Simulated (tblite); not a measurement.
**Run report: BHBr2, energy and gradient calculation**

- system: BHBr2, SMILES BrBBr
- method: GFN1-xTB, R-SCC (tblite 0.8.0)

The geometry comes from this level: GFN2-xTB.

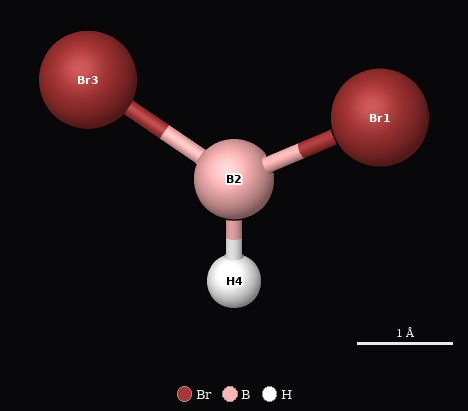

Figure 1. The structure (ball-and-stick view, seen at a tilt; atoms are numbered from 1 in the order of the input).

## Input file (calc.py)
```python
import json
import numpy as np
from tblite.interface import Calculator
from tblite.interface import symbols_to_numbers

geometry = """
Br     0.724820     0.225330     1.612210
B     -0.161410     0.051210    -0.014290
Br     0.709660    -0.684430    -1.484530
H     -1.273070     0.407890    -0.113380
"""
lines = [l.split() for l in geometry.strip().splitlines()]
symbols = [l[0] for l in lines]
numbers = np.array(symbols_to_numbers(symbols))
positions = np.array([l[1:4] for l in lines], float) / 0.52917721

calculator = Calculator("GFN1-xTB", numbers, positions, charge=0, uhf=0)
calculator.set("verbosity", 0)
calculator.set("accuracy", 0.1)
result = calculator.singlepoint()

print(f"Energy: {result.get('energy') * 2625.4996:.8f} kJ/mol")
eps = np.atleast_2d(result.get("orbital-energies")) * 27.211386
occ = np.atleast_2d(result.get("orbital-occupations"))
filled = occ.sum(axis=0) if eps.shape[0] == 1 else occ[0]
homo = np.nonzero(filled > 0.5)[0].max()
print(f"HOMO {eps[0, homo]:.4f} eV")
if homo + 1 < eps.shape[1]:
    print(f"LUMO {eps[0, homo + 1]:.4f} eV, gap {eps[0, homo + 1] - eps[0, homo]:.4f} eV")
mu = result.get("dipole") * 2.541746
print(f"Dipole moment: {np.linalg.norm(mu):.4f} D, components " + " ".join(f"{c:.4f}" for c in mu))
q = result.get("charges")
g = result.get("gradient")
print("atom     charge      dE/dx        dE/dy        dE/dz   (Eh/bohr)")
for i, s in enumerate(symbols):
    print(f"{s:<2}{i + 1:<3} {q[i]:9.4f} {g[i, 0]:12.7f} {g[i, 1]:12.7f} {g[i, 2]:12.7f}")
print(f"gradient norm {np.linalg.norm(g):.6f} Eh/bohr")
out = {k: np.asarray(result.get(k)).tolist() for k in ("energy", "gradient", "charges", "dipole", "orbital-energies", "orbital-occupations")}
out.update(symbols=symbols, positions=(positions * 0.529177210903).tolist())
json.dump(out, open("results.json", "w"))
```

Machine: 1 thread of Intel Xeon @ 2.70GHz, 189 GiB of memory available, shared host.

Launched with:
```bash
python calc.py
```

## Output
```
Energy: -25546.62207922 kJ/mol
HOMO -11.6799 eV
LUMO -7.5041 eV, gap 4.1758 eV
Dipole moment: 0.7931 D, components -0.7531 0.2396 -0.0668
atom     charge      dE/dx        dE/dy        dE/dz   (Eh/bohr)
Br1     -0.0974   -0.0222576   -0.0054089   -0.0444306
B 2      0.2834    0.0379694   -0.0121882    0.0034294
Br3     -0.0974   -0.0217970    0.0195111    0.0404477
H 4     -0.0886    0.0060852   -0.0019140    0.0005535
gradient norm 0.081447 Eh/bohr
```

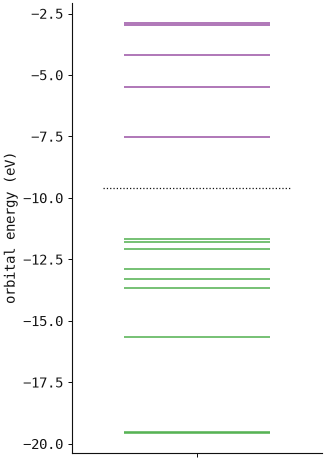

Figure 2. Orbital energies near the frontier; the dotted line parts filled from empty levels, and levels within 0.02 eV of each other stand side by side. Highest filled −11.68 eV, lowest empty −7.50 eV, 4.18 eV apart.

## Key numbers

```json
{"quantity": "outcome", "value": "converged"}
{"quantity": "total energy", "value": "−9.730195 hartree"}
{"quantity": "basis functions", "value": "24"}
{"quantity": "largest force", "value": "2.570 eV/Å"}
{"quantity": "HOMO", "value": "−11.68 eV"}
{"quantity": "LUMO", "value": "−7.50 eV"}
{"quantity": "dipole moment", "value": "0.79 D"}
{"quantity": "peak memory", "value": "0.067 GiB"}
```
